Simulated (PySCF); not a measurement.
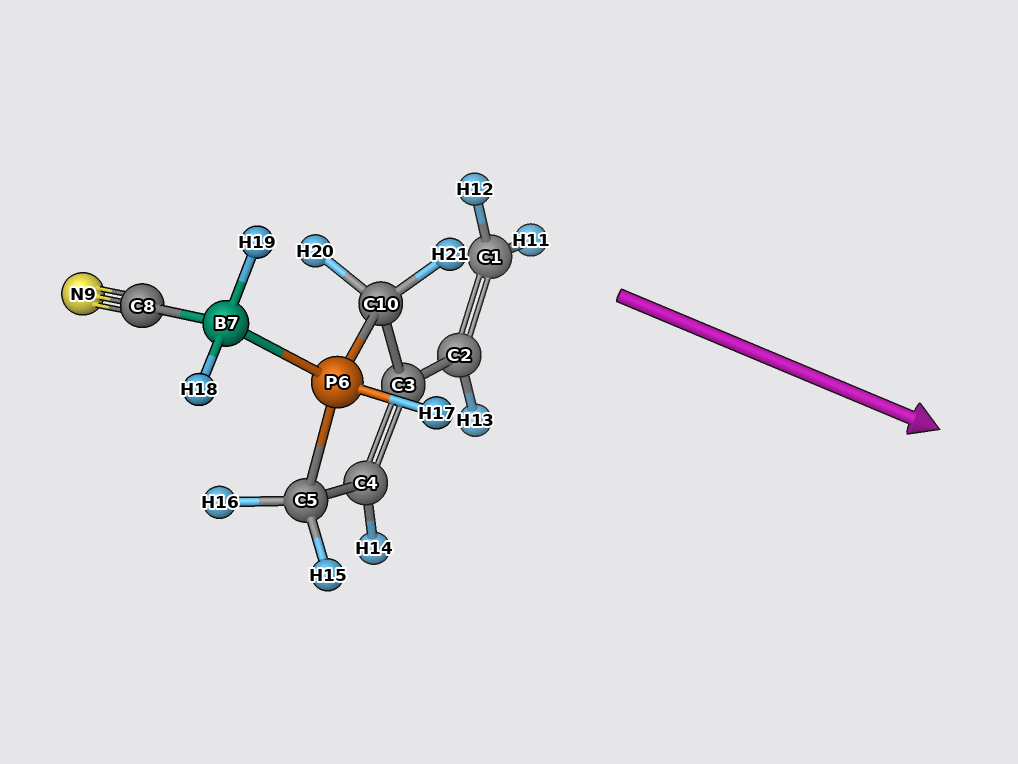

The arrow beside the molecule shows the direction of the dipole moment, from the negative to the positive end (its length means nothing). Computed geometry: GFN2-xTB optimisation. No frequency run is at hand to confirm it as a minimum. Method: PBE0/pcSseg-1, gas phase (PySCF 2.14.0).

Estimate the dipole moment.

6.60 D; it points from the side of N9 to the side of H11, H13 (the outermost atoms at the two ends).

The geometry is semi-empirical. Around B, P such bond lengths and angles can be off by a tenth of an ångström or more and by several degrees, and values that hang on the shape move with them.
